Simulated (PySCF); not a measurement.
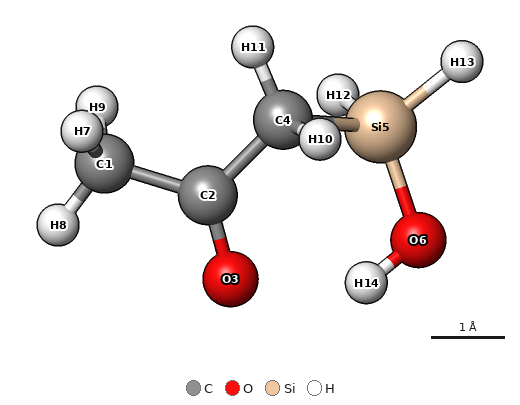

**Figure 1.** The structure (ball-and-stick view, seen at a tilt; atoms are numbered from 1 in the order of the input). Bond lengths as drawn: C–C 1.50 Å, C–H 1.10 Å, C–O 1.22 Å, C–Si 1.90 Å, H–O 0.97 Å, H–Si 1.49 to 1.50 Å and O–Si 1.66 Å.

# Two runs on C₃H₈O₂Si

System: C₃H₈O₂Si.
Method of run 1: GIAO PBE0/6-31G* NMR shielding, non-relativistic, gas phase (PySCF 2.14.0).

The geometry comes from this level: PBE0-D3(BJ)/def2-SVP. Text and figures count atoms from 1; the logs count them from 0 in places.

### The input, run 1
```
{"job": {"kind": "nmr", "xc": "PBE0", "basis": "6-31G*", "pop": true}, "charge": 0, "multiplicity": 1}
C     -1.702167    -0.881143     1.401722
C     -0.239371    -0.575406     1.248649
O      0.613026    -1.374769     1.590896
C      0.143864     0.740488     0.631129
Si     1.335635     0.430679    -0.820324
O      2.576825    -0.487400    -0.221695
H     -2.177306    -0.130856     2.053665
H     -1.836662    -1.884670     1.822212
H     -2.200911    -0.812429     0.421605
H      0.741395     1.300031     1.371332
H     -0.724238     1.355608     0.352331
H      0.576386    -0.248160    -1.917303
H      1.865563     1.725627    -1.331090
H      2.253501    -1.033678     0.517417
```

The first line tells a small driver script what to run in PySCF; the rest is the geometry in Å.

Launched with:
```bash
OMP_NUM_THREADS=1 python <driver script> task.json out
```

Hardware: 1 CPU thread, shared host.

### Output (run 1)
```
coarse grid: 12016 points
cycle   1  E = -558.5261496599  dE =  6.530e-01  |g| = 9.973e-01  |ddm| = 3.321e+00
cycle   2  E = -558.0452129609  dE =  4.809e-01  |g| = 1.843e+00  |ddm| = 2.496e+00
cycle   3  E = -558.7152990577  dE = -6.701e-01  |g| = 2.246e-01  |ddm| = 1.887e+00
cycle   4  E = -558.7256102270  dE = -1.031e-02  |g| = 8.811e-02  |ddm| = 2.435e-01
cycle   5  E = -558.7269738937  dE = -1.364e-03  |g| = 2.940e-02  |ddm| = 8.188e-02
cycle   6  E = -558.7271555216  dE = -1.816e-04  |g| = 4.917e-03  |ddm| = 2.644e-02
cycle   7  E = -558.7271607137  dE = -5.192e-06  |g| = 1.090e-03  |ddm| = 5.341e-03
final grid: 110944 points
cycle   8  E = -558.6654786604  dE = -4.897e-06  |g| = 1.135e-02  |ddm| = 1.791e-02
cycle   9  E = -558.6654112216  dE =  6.744e-05  |g| = 2.159e-02  |ddm| = 2.490e-02
cycle  10  E = -558.6655051703  dE = -9.395e-05  |g| = 1.790e-03  |ddm| = 1.700e-02
cycle  11  E = -558.6655058515  dE = -6.812e-07  |g| = 2.337e-04  |ddm| = 1.559e-03
cycle  12  E = -558.6655058604  dE = -8.889e-09  |g| = 1.047e-04  |ddm| = 2.658e-04
cycle  13  E = -558.6655058627  dE = -2.280e-09  |g| = 1.640e-05  |ddm| = 1.004e-04
cycle  14  E = -558.6655058627  dE = -6.662e-11  |g| = 4.002e-06  |ddm| = 2.355e-05
converged SCF energy = -558.6655058627

GIAO shielding tensors (ppm)
atom      isotropic    diamagn.    paramagn.     s11        s22        s33       span
  0 C      162.317     253.776     -91.459    143.563    145.758    197.631     54.067
  1 C       -6.480     245.387    -251.867    -70.398    -63.245    114.202    184.601
  2 O     -244.170     397.954    -642.124   -747.560   -321.212    336.263   1083.823
  3 C      162.904     255.461     -92.557    146.946    157.310    184.456     37.510
  4 Si     417.822     880.807    -462.984    384.113    392.887    476.466     92.353
  5 O      316.283     393.415     -77.132    280.625    314.667    353.557     72.932
  6 H       29.713      29.226       0.488     26.845     29.447     32.848      6.003
  7 H       30.144      29.176       0.968     27.061     28.490     34.882      7.820
  8 H       29.627      30.681      -1.054     27.053     29.760     32.070      5.017
  9 H       30.005      30.608      -0.603     27.054     28.479     34.482      7.428
 10 H       30.129      32.328      -2.199     26.746     30.483     33.158      6.412
 11 H       26.644      30.527      -3.883     23.255     25.294     31.384      8.129
 12 H       26.711      29.216      -2.505     23.382     25.032     31.720      8.338
 13 H       28.932      29.611      -0.679     17.795     26.754     42.248     24.453
```

The input of run 2 differs as follows (lines with − go, lines with + come):
```diff
-"basis": "6-31G*"
+"basis": "6-311+G(2d,p)"
```

How does run 2 compare with run 1?

The total energy of run 2 is 80.2 kcal/mol lower, which measures the change of basis and not a stability. The HOMO goes from −7.48 to −7.73 eV. The LUMO goes from −0.59 to −0.97 eV. The dipole moment goes from 3.85 to 3.94 D. Of all shieldings, the largest change is that of Si5, by −52.3 ppm. Diffuse functions give room to the loosely bound empty orbitals, which lowers the LUMO. The number of SCF iterations is the same. The basis functions go from 104 to 218.

### Output (run 2)
```
coarse grid: 12016 points
cycle   1  E = -558.5848310302  dE =  6.382e-01  |g| = 1.035e+00  |ddm| = 3.119e+00
cycle   2  E = -558.0407487390  dE =  5.441e-01  |g| = 1.970e+00  |ddm| = 5.651e+00
cycle   3  E = -558.7746971142  dE = -7.339e-01  |g| = 2.324e-01  |ddm| = 4.753e+00
cycle   4  E = -558.7847643972  dE = -1.007e-02  |g| = 1.024e-01  |ddm| = 2.591e-01
cycle   5  E = -558.7865142198  dE = -1.750e-03  |g| = 3.557e-02  |ddm| = 1.052e-01
cycle   6  E = -558.7867528317  dE = -2.386e-04  |g| = 5.619e-03  |ddm| = 4.702e-02
cycle   7  E = -558.7867592076  dE = -6.376e-06  |g| = 1.234e-03  |ddm| = 9.204e-03
final grid: 110944 points
cycle   8  E = -558.7932470509  dE = -3.807e-05  |g| = 1.272e-02  |ddm| = 5.981e-02
cycle   9  E = -558.7931692476  dE =  7.780e-05  |g| = 2.387e-02  |ddm| = 2.906e-02
cycle  10  E = -558.7932757598  dE = -1.065e-04  |g| = 2.167e-03  |ddm| = 1.880e-02
cycle  11  E = -558.7932766125  dE = -8.527e-07  |g| = 4.978e-04  |ddm| = 2.584e-03
cycle  12  E = -558.7932766509  dE = -3.842e-08  |g| = 2.026e-04  |ddm| = 8.607e-04
cycle  13  E = -558.7932766590  dE = -8.017e-09  |g| = 2.732e-05  |ddm| = 2.104e-04
cycle  14  E = -558.7932766591  dE = -1.792e-10  |g| = 6.294e-06  |ddm| = 3.493e-05
converged SCF energy = -558.7932766591

GIAO shielding tensors (ppm)
atom      isotropic    diamagn.    paramagn.     s11        s22        s33       span
  0 C      152.841     246.198     -93.357    132.009    134.487    192.026     60.018
  1 C      -28.971     258.826    -287.797    -99.804    -89.122    102.012    201.816
  2 O     -281.824     402.498    -684.322   -800.971   -362.543    318.042   1119.013
  3 C      153.428     245.000     -91.572    134.047    148.444    177.794     43.748
  4 Si     365.477     877.064    -511.587    327.817    334.511    434.102    106.285
  5 O      306.409     387.407     -80.997    277.563    308.790    332.875     55.311
  6 H       29.188      29.836      -0.648     26.451     28.790     32.322      5.871
  7 H       29.547      29.039       0.508     26.541     28.003     34.098      7.557
  8 H       29.113      30.491      -1.378     26.646     29.086     31.609      4.963
  9 H       29.264      29.914      -0.650     26.520     27.723     33.548      7.028
 10 H       29.225      31.799      -2.575     26.062     29.818     31.794      5.731
 11 H       26.226      29.355      -3.129     23.160     24.836     30.681      7.520
 12 H       26.343      28.226      -1.883     23.242     24.704     31.083      7.841
 13 H       28.075      30.048      -1.974     16.736     25.354     42.134     25.397
```

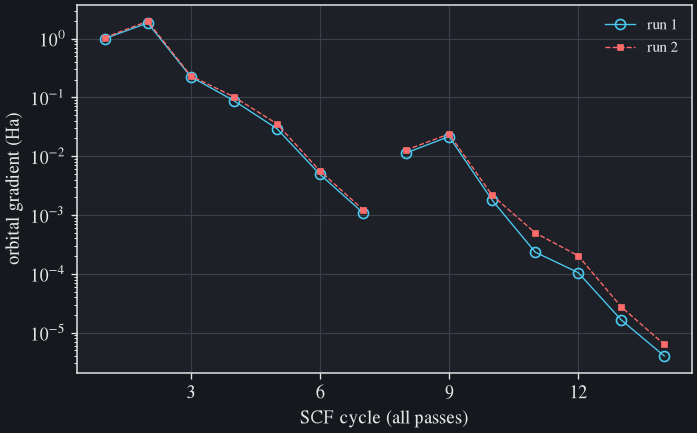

**Figure 2.** Convergence of the two runs: orbital gradient against the SCF cycle. A break in a curve parts two SCF passes (coarse and final grid). Run 1 takes 14 cycles in all, and run 2 takes 14.

### The two runs side by side

| quantity | run 1 | run 2 |
| --- | --- | --- |
| outcome | converged | converged |
| total energy (hartree) | −558.665506 | −558.793277 |
| HOMO (eV) | −7.48 | −7.73 |
| LUMO (eV) | −0.59 | −0.97 |
| dipole moment (D) | 3.85 | 3.94 |
| shielding of C1 (ppm) | 162.3 | 152.8 |
| shielding of C2 (ppm) | −6.5 | −29.0 |
| shielding of O3 (ppm) | −244.2 | −281.8 |
| shielding of C4 (ppm) | 162.9 | 153.4 |
| shielding of Si5 (ppm) | 417.8 | 365.5 |
| shielding of O6 (ppm) | 316.3 | 306.4 |
| shielding of H11 (ppm) | 30.1 | 29.2 |
| SCF iterations | 14 | 14 |
| basis functions | 104 | 218 |
| wall time (shared host) | 9.2 s | 27 s |
